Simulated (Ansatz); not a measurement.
# Kohn anomalies in Pd-Pt-Pd stack of (111) layers

Wanted: frequencies of Pd-Pt-Pd stack of (111) layers solved wavevector by wavevector at several smearings. The first relaxation steps of the session are not shown, so no cell shown is the starting entry, unless a step says so.

Method: DFT PBE, scalar-relativistic, plane waves, PAW, in Ansatz 0.2.0.

## Step 1: The cell after earlier relaxation steps

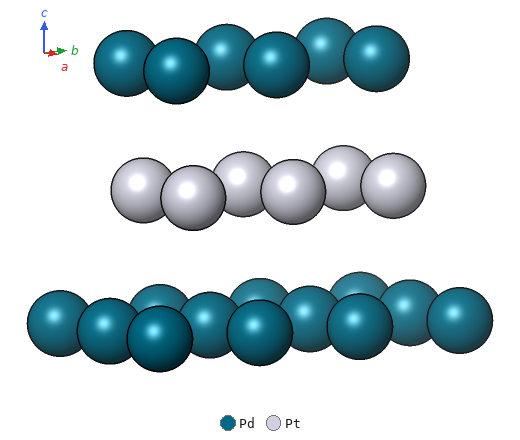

Start, viewed from the side, with the c axis up; palladium blue, platinum light grey. 2×3×1 cells are drawn. Some periodic images of atoms are drawn too.

The cell holds 3 atoms: 2 Pd and 1 Pt. Its edges and angles: a = 2.724 Å, b = 2.724 Å, c = 32.853 Å, α = 90.0°, β = 90.0°, γ = 120.0°. Vacuum lies along c.

## Step 2: Relaxing tightly for phonons

Residual forces and stress shift phonon frequencies, so the cell is relaxed again, with tight thresholds and the mesh and smearing of this input. Earlier relaxation steps are not shown.

File input.yaml:

```yaml
crystal:
  lattice:
    - [2.7244520992, 0.0, 0.0]
    - [-1.3622260496, 2.3594447293, 0.0]
    - [0.0, 0.0, 32.8528545601]
  atoms:
    - { symbol: Pd, position: [0.0, 0.0, 0.1646483486] }
    - { symbol: Pt, position: [0.3333333333, 0.6666666667, 0.2363026015] }
    - { symbol: Pd, position: [0.6666666667, 0.3333333333, 0.3079568544] }
  periodic: [true, true, false]
kpoints:
  mp_grid: { grid: [12, 12, 1] }
hamiltonian:
  xc: pbe
scf:
  occupations: { method: methfessel_paxton, width: 0.2 }
output:
  forces: true
  stress: true
  eigenvalues: true
  write_density: true
  write_potential: true
  elf: true
  volumetric_format: npy
relax:
  adjacent_minimum: "off"
  f_tol: 0.001
  max_steps: 60
  cell: { stress_2d_tol: 0.002 }
```

Launch:

```console
ansatz run input.yaml --threads 4 --pin off --max-ram 8192MiB --backend cpu --events-out ev --progress --plain --runs-dir out
```

Numbers of over 12 decimals in the logs are rounded to 6 here.

The log of the run:

```text
[the first part of the log is left out]
  E_vxc        = -723.620217  (∫ρ·V_xc dr)
  E_paw        = -16955.385990  (= ΣΔE_a)
  E_vpaw       = -948.861706  (= ΣTr[D̂ρ^β])
  E_aug_tail   = 0.000634  (compensation charges beyond the density's cutoff)
  E_ewald      = 114818.591129
  E_smearing   = 0.007463  (= −TS)
  E_closure    = 0.000000  (closes the sum)
  Σ components = -26467.642327   (vs F -26467.642327, Δ=0.00e0)
--- Forces (eV/Å), atoms counted from 1 ---
  atom   1  Pd     0.00000000     0.00000000    -0.00000012
  atom   2  Pt    -0.00000000     0.00000000     0.00000000
  atom   3  Pd    -0.00000000    -0.00000000     0.00000012
  max |Σ_I F_I| component: 2.31e-18 eV/Å
--- 2D stress c σ (N/m, compression-positive) ---
        0.000116       0.000000       0.000000
        0.000000       0.000116       0.000000
        0.000000       0.000000       0.000000
  P = ½ c Tr σ = 0.0001 N/m
--- Band table (eV; the first three rows and the last of 19) ---
  k-point 0: bands = ["-103.5404", "-89.1090", "-89.1090", "-57.6336", "-57.6098", "-57.6098", "-54.7524", "-54.7524", "-54.7523", "-54.7523", "-54.6506", "-54.6443", "-13.6667", "-10.9156", "-10.5394", "-8.6440", "-8.6042", "-8.6042", "-7.9070", "-7.8185", "-7.8185", "-7.7014", "-7.7014", "-6.3370", "-6.3370", "-5.9029", "-5.9029", "-5.5583", "-5.3762", "-5.3762", "-4.2534", "-0.2183", "-0.0474"]
  k-point 1: bands = ["-103.5384", "-89.1062", "-89.1062", "-57.6398", "-57.6296", "-57.6171", "-54.7762", "-54.7761", "-54.7582", "-54.7581", "-54.6473", "-54.6415", "-13.4027", "-10.7270", "-10.3298", "-8.7728", "-8.5860", "-8.4107", "-8.1776", "-7.7935", "-7.7785", "-7.6888", "-7.5512", "-6.5107", "-6.4229", "-6.3116", "-5.9145", "-5.8306", "-5.3696", "-4.9803", "-3.4367", "-0.0460", "0.1537"]
  k-point 2: bands = ["-103.5331", "-89.0985", "-89.0984", "-57.7210", "-57.6370", "-57.6188", "-54.8412", "-54.8407", "-54.7741", "-54.7739", "-54.6385", "-54.6340", "-12.6825", "-10.2816", "-9.8533", "-9.1172", "-8.6900", "-8.4056", "-7.9505", "-7.8609", "-7.8039", "-7.3700", "-7.1234", "-6.9864", "-6.7902", "-6.5618", "-5.9655", "-5.8548", "-5.3633", "-4.2139", "-2.1054", "0.4632", "0.7558"]
  k-point 18: bands = ["-103.5078", "-89.0614", "-89.0614", "-57.9176", "-57.9176", "-57.5665", "-54.9994", "-54.9985", "-54.9985", "-54.9974", "-54.5970", "-54.5970", "-9.6292", "-9.6292", "-9.4505", "-9.2503", "-9.2503", "-8.0344", "-7.7048", "-7.7048", "-7.6652", "-7.6433", "-6.8571", "-6.8571", "-5.7529", "-5.7529", "-5.4652", "0.1661", "1.5575", "1.5575", "2.1203", "3.3949", "3.3949"]
--- Relaxed structure (5 steps of the walk, 5 accepted, 1 SCFs on fresh bases) ---
  F+E_penalty+E_count = -26467.64232727 eV   max|allowed force component| = 1.236e-7 eV/Å   (the final SCF, on the basis selected at the relaxed cell)
  cell:  # Å, volume = 211.0823 Å³
    - [2.723793, 0.0, 0]
    - [-1.361896, 2.358874, 0]
    - [0, 0, 32.8528545601]
  atoms:
    - { symbol: Pd, position: [0, 0, 0.164646] }
    - { symbol: Pt, position: [0.333333, 0.666667, 0.236303] }
    - { symbol: Pd, position: [0.666667, 0.333333, 0.307959] }
```

It took 13 s on 4 threads of Arm Neoverse V2, shared host; peak memory 0.6 GiB; 50 s of CPU time.

Little changed from the start: no atom moved by 0.005 Å and no cell edge by 0.1 %.

This step gave:

* metallic on mesh: yes
* gap on the k-mesh: 0 eV

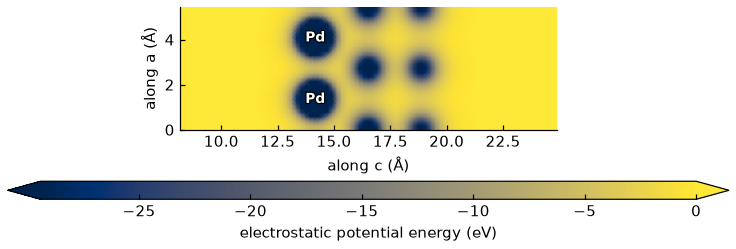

Electrostatic potential energy in the ca plane at fractional y = 0.000, with atoms of Pd within 0.2 Å of it. With pseudopotentials it is smooth inside the atoms' cores, unlike the true potential. The map starts off the cell's origin, so that atoms lie inside it. The far vacuum is left out of the map.

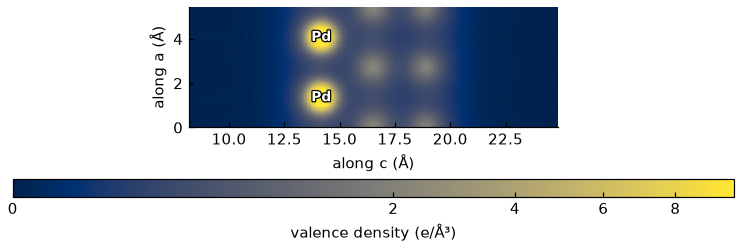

Valence density in the ca plane at fractional y = 0.000, with atoms of Pd within 0.2 Å of it. It is the smooth field of the valence electrons, not physical close to the nuclei. The map starts off the cell's origin, so that atoms lie inside it. The colour scale is stretched toward low values. The far vacuum is left out of the map.

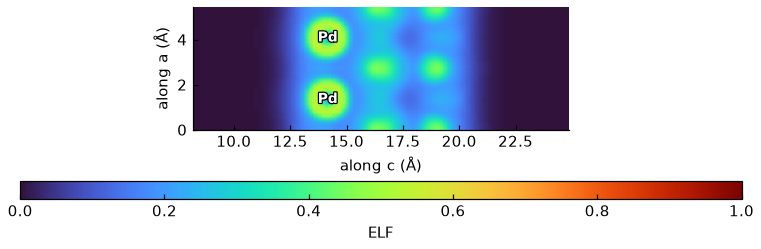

ELF in the ca plane at fractional y = 0.000, with atoms of Pd within 0.2 Å of it. It is the smooth field of the valence electrons, not physical close to the nuclei. The map starts off the cell's origin, so that atoms lie inside it. The far vacuum is left out of the map.

## Step 3: Phonons along a line: Fermi–Dirac smearing of 0.1 eV

The smearing blurs the Fermi surface that screens the phonons; a Fermi–Dirac width is an electronic temperature.

File input.yaml:

```yaml
crystal:
  lattice:
    - [2.7237927052, 0.0, 0.0]
    - [-1.3618963526, 2.3588736774, 0.0]
    - [0.0, 0.0, 32.8528545601]
  atoms:
    - { symbol: Pd, position: [0.0, 0.0, 0.1646460178] }
    - { symbol: Pt, position: [0.3333333333, 0.6666666667, 0.2363026015] }
    - { symbol: Pd, position: [0.6666666667, 0.3333333333, 0.3079591852] }
  periodic: [true, true, false]
kpoints:
  mp_grid: { grid: [18, 18, 1] }
hamiltonian:
  xc: pbe
scf:
  occupations: { method: fermi_dirac, width: 0.1 }
output:
  eigenvalues: true
phonons:
  method: dfpt
  qpoints:
    - [0, 0, 0]
    - [0.166666667, 0.0, 0.0]
    - [0.333333333, 0.0, 0.0]
    - [0.5, 0.0, 0.0]
```

The log of the run:

```text
Warning: crystal.symmetry: narrowed to the stabiliser of the run's FFT grids — unitary ops 12 → 6. A phonons.method: dfpt run fills in the rows of the dynamical matrix that it does not solve by its symmetry operations, which is exact only for operations that map its FFT grids onto themselves: filled in by any other, the frequencies could depend on the order in which like atoms are typed, or, by more than the grids' own error, on where the crystal sits among the grids' points. Excluded: 6 operations. The run can therefore solve more perturbations, solve them on more k-points, or both, and cost more. [rest of the remark cut]
The run solves and reports these wavevectors of phonons.qpoints, in the list's order, at another value: [0.166666667, 0.0, 0.0] as [0.166667, 0.0, 0.0], [0.333333333, 0.0, 0.0] as [0.333333, 0.0, 0.0].
[...]
Crystal: 3 atoms, lattice volume = 211.082 Å³
Basis set: ecut = 420 eV, 4171 PW (Γ), exchange–correlation on 40×40×450 points (8 copies of the dense FFT grid, shifted against one another)
Bands: 33, of which v1, the nominal top of the filled ones, is band 27 counted from 1 (26 counted from 0)
Symmetry: 12 space group operations
k-points: 37 of 324 (irreducible under 6 space group operations, time reversal used)
[...]
SCF iter   1: F=—  HF=-26467.740574 eV  |F-HF|=—  |Δ(HF+E_count)|=         —  Δρ=5.82e-3  dr2=3.56e-1  ethr=1.77e-3  ⟨swp⟩=15.8  Hψ=9891  notcnv=0
[...]
SCF iter  13: F=-26467.719509 eV  HF=-26467.719509 eV  |F-HF|=1.46e-11  |Δ(HF+E_count)|=  3.64e-12  Δρ=2.49e-8  dr2=1.47e-12  ethr=1.00e-12  ⟨swp⟩=18.7  Hψ=10058  notcnv=0
SCF 1 converged in 13 iterations: F = -26467.719509 eV  dr2 = 1.47e-12
[...]
NSCF: frozen V_eff on 37 k-points
[...]
DFPT response loops at q = (0, 0, 0) (fractional): preconditioner auto → none (partly filled bands, converged f_vac=0.741); β = 0.50; Broyden in place of MSR1
[...]
SCF converged after 13 iterations
Free energy (F): -26467.719509 eV
[...]
Internal energy: -26467.547077 eV  (E = F + TS)
E sigma→0 (E₀):  -26467.633293 eV
Entropy (-TS):   -0.172433 eV (-57.478 meV/atom)
Fermi energy:    -5.272776 eV
[...]
--- Band table (eV; the first three rows and the last of 37) ---
  k-point 0: bands = [... 23 lower, -6.3438, -6.3438, -5.9149, -5.9149, -5.5669, -5.3843, -5.3843, -4.2606, ... 2 higher]
  k-point 1: bands = [... 23 lower, -6.4041, -6.3845, -6.1837, -5.9191, -5.6701, -5.3810, -5.2283, -3.8278, ... 2 higher]
  k-point 2: bands = [... 23 lower, -6.6777, -6.4814, -6.4721, -5.9388, -5.9187, -5.3744, -4.7399, -3.0208, ... 2 higher]
  k-point 36: bands = [... 23 lower, -6.8646, -5.7695, -5.7695, -5.4597, 0.1666, 1.5562, 1.5562, 2.1276, ... 2 higher]
--- Phonons (Γ-DFPT): 6 representative perturbations + reference (Σ response iterations 33) ---
  ASR residual: 3.750e-4 → 0.000e0 eV/Å²; symmetrization residual: 3.932e-5 eV/Å²
  The last average, over the group as it would stand without the narrowing to the FFT grids, took up to 1.186e-5 eV/Å² of the zone centre's force constants
  ASR residual per site (eV/Å²): 2.64e-4 3.75e-4 2.46e-4
  Γ frequencies (cm⁻¹): 0.00 0.00 0.00 29.37 29.37 59.32 59.32 113.05 162.51
  non-analytic LO–TO correction: not included (Born effective charges unavailable; polar crystals: no LO–TO splitting at Γ)
--- Phonons (arbitrary-q DFPT): 4 explicit q-points ---
  q = [0, 0, 0] (of the zone-centre solve; hermiticity 7.95e-6, symmetrization 7.83e-13, taken by the last average 1.20e-6): -0.00 0.00 0.00 29.37 29.37 59.32 59.32 113.05 162.51
  q = [0.166667, 0, 0] (6 solved perturbations in 1485 linear systems a pass and spin channel, the states on 324 of 324 k-point pairs; hermiticity 3.13e-5, symmetrization 9.06e-10, taken by the last average 2.73e-6): 22.23 52.84 66.71 79.39 83.26 99.92 114.38 127.47 157.97
[...]
sum rule: each row above includes the acoustic sum rule's correction from the zone centre's row sums; it moved no ω² by more than (0.82 cm⁻¹)²
```

Run time: 13 min. Hardware: 4 threads; peak memory 4.2 GiB.

Each wavevector solved by linear response. Table of frequency by |q| along the line; 7 of 9 lines:

```csv
|q| along the line (Å⁻¹),mode 1 (cm⁻¹),mode 2 (cm⁻¹),mode 3 (cm⁻¹),mode 4 (cm⁻¹),mode 5 (cm⁻¹),mode 6 (cm⁻¹),mode 7 (cm⁻¹)
0.000,0,0,0,29.4,29.4,59.3,59.3
0.444,22.2,52.8,66.7,79.4,83.3,99.9,114
0.888,52,93.5,95.4,111,118,124,166
1.332,77.1,97.3,112,113,129,134,185
```

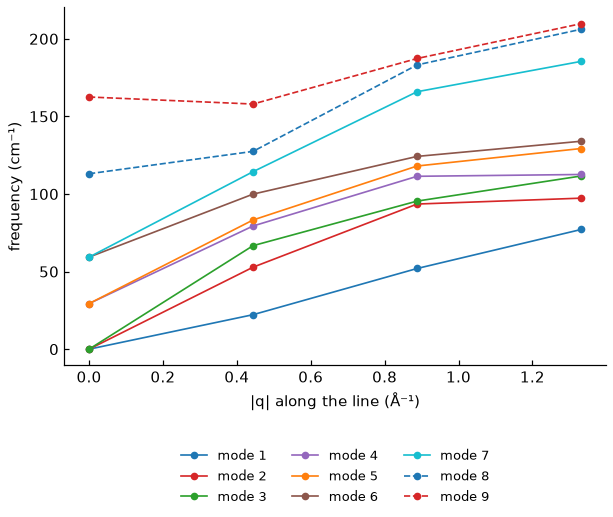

Frequency against |q| along the line.

## Step 4: Wavevectors along a line: Fermi–Dirac smearing of 0.25 eV

Each wavevector is solved by itself, so no interpolation smooths a dip of the branch.

Edit input.yaml of step 3 so:

```diff
@@ -15,3 +15,3 @@
 scf:
-  occupations: { method: fermi_dirac, width: 0.1 }
+  occupations: { method: fermi_dirac, width: 0.25 }
 output:
```

Wider smearing eases the sum over k-points of a metal but moves the result away from its zero-temperature value.

The log of the run:

```text
[...]
band count auto-derived: 37 (N_el = 54.0; filled up to band 27; 33 by the electrons, moments and atoms)
[...]
Crystal: 3 atoms, lattice volume = 211.082 Å³
Basis set: ecut = 420 eV, 4171 PW (Γ), exchange–correlation on 40×40×450 points (8 copies of the dense FFT grid, shifted against one another)
Bands: 37, of which v1, the nominal top of the filled ones, is band 27 counted from 1 (26 counted from 0)
[... 1 set-up line as in the run before ...]
k-points: 37 of 324 (irreducible under 6 space group operations, time reversal used)
[...]
SCF iter   1: F=—  HF=-26468.132111 eV  |F-HF|=—  |Δ(HF+E_count)|=         —  Δρ=4.37e-3  dr2=2.59e-1  ethr=1.77e-3  ⟨swp⟩=18.7  Hψ=11915  notcnv=0  defer=13
[...]
SCF iter  11: F=-26468.117247 eV  HF=-26468.117247 eV  |F-HF|=2.73e-10  |Δ(HF+E_count)|=  2.69e-10  Δρ=4.79e-8  dr2=4.60e-12  ethr=1.00e-12  ⟨swp⟩=24.0  Hψ=13161  notcnv=0
SCF 1 converged in 11 iterations: F = -26468.117247 eV  dr2 = 4.60e-12
[...]
SCF converged after 11 iterations
Free energy (F): -26468.117247 eV
[...]
Internal energy: -26467.263426 eV  (E = F + TS)
E sigma→0 (E₀):  -26467.690337 eV
Entropy (-TS):   -0.853821 eV (-284.607 meV/atom)
Fermi energy:    -5.201663 eV
[...]
--- Band table (eV; the first three rows and the last of 37) ---
  k-point 0: bands = [... 23 lower, -6.3795, -6.3795, -5.9838, -5.9838, -5.6104, -5.4276, -5.4276, -4.2980, ... 6 higher]
  k-point 1: bands = [... 23 lower, -6.4478, -6.4207, -6.2447, -5.9874, -5.7091, -5.4241, -5.2774, -3.8662, ... 6 higher]
  k-point 2: bands = [... 23 lower, -6.7352, -6.5314, -6.5182, -6.0058, -5.9514, -5.4172, -4.7883, -3.0594, ... 6 higher]
  k-point 36: bands = [... 23 lower, -6.9048, -5.8357, -5.8357, -5.4783, 0.1539, 1.5339, 1.5339, 2.1000, ... 6 higher]
  ° read free of the cell's end (the report's vacuum.weakly_bound_levels)
[...]
ASR residual: 5.631e-4 → 0.000e0 eV/Å²; symmetrization residual: 1.865e-5 eV/Å²
[...]
ASR residual per site (eV/Å²): 2.54e-4 5.63e-4 2.39e-4
  Γ frequencies (cm⁻¹): 0.00 0.00 0.00 36.83 36.83 62.42 62.42 112.63 159.73
[...]
--- Phonons (arbitrary-q DFPT): 4 explicit q-points ---
[...]
```

Wall time 14 min (4 threads); peak memory 4.4 GiB.

Each wavevector solved by linear response. The frequency by |q| along the line; 7 of 9 lines:

```csv
|q| along the line (Å⁻¹),mode 1 (cm⁻¹),mode 2 (cm⁻¹),mode 3 (cm⁻¹),mode 4 (cm⁻¹),mode 5 (cm⁻¹),mode 6 (cm⁻¹),mode 7 (cm⁻¹)
0.000,0,0,0,36.8,36.8,62.4,62.4
0.444,24.9,55.4,70.9,82.1,85.1,107,117
0.888,55.5,93.0,96.0,110,117,123,168
1.332,72.1,102,109,110,126,131,188
```

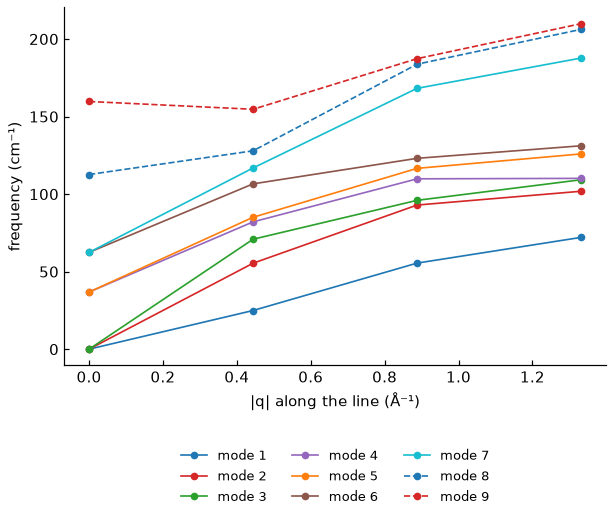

Frequency, plotted against |q| along the line.

Against step 3 (now smearing width 0.25 eV), the free energy moves by -132.6 meV an atom.

## Step 5: The lowest branch at each setting

The lowest frequency by |q| along the line:

```csv
|q| along the line (Å⁻¹),"fermi dirac 0.1 eV, k 18x18x1 (cm⁻¹)","fermi dirac 0.25 eV, k 18x18x1 (cm⁻¹)"
0.000,0,0
0.444,22.2,24.9
0.888,52,55.5
1.332,77.1,72.1
```

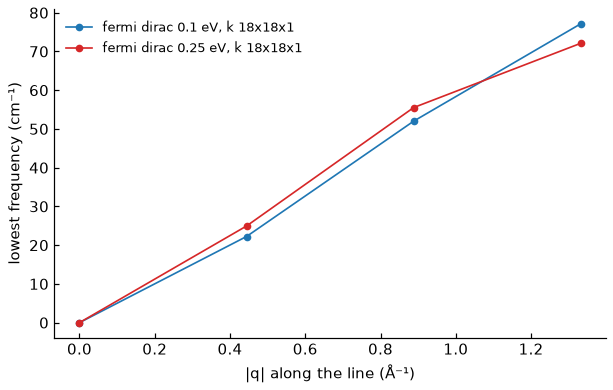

Lowest frequency against |q| along the line.

## Step 6: Results

```
phonon run of the rows without a label of their own         : PBE, k 18×18×1
lowest branch at the last solved point, Fermi–Dirac 0.1 eV  : 77.1 cm⁻¹ at |q| = 1.33 Å⁻¹
lowest branch at the last solved point, Fermi–Dirac 0.25 eV : 72.1 cm⁻¹ at |q| = 1.33 Å⁻¹
```

No branch softens by more than 4 % of the top frequency as the smearing narrows, so no anomaly that hangs on the smearing shows at these points. The line holds 4 wavevectors, so a narrow dip between them would be missed. Between Fermi–Dirac 0.25 eV and Fermi–Dirac 0.1 eV the largest change, with modes counted by rank of frequency, is in mode 4 at |q| = 0 Å⁻¹, from 36.8 to 29.4 cm⁻¹. Where branches cross, a count by rank can hide a softening. At the narrowest width the k mesh may not resolve the Fermi surface, so part of the change can be mesh noise. Spin–orbit coupling, left out here, matters for Pt. The structure was built by hand as an ordered model, and its stability against other phases was not tested.

[Logs are printed without paths, hosts, clocks, repeated set-up lines and the standing remarks that a program may print on its own settings, such as how far it seeks lower states.]

[Hosts, paths, dates, database ids (printed as entryN), source tags and the programs' standing remarks are cut or masked in the printed files.]
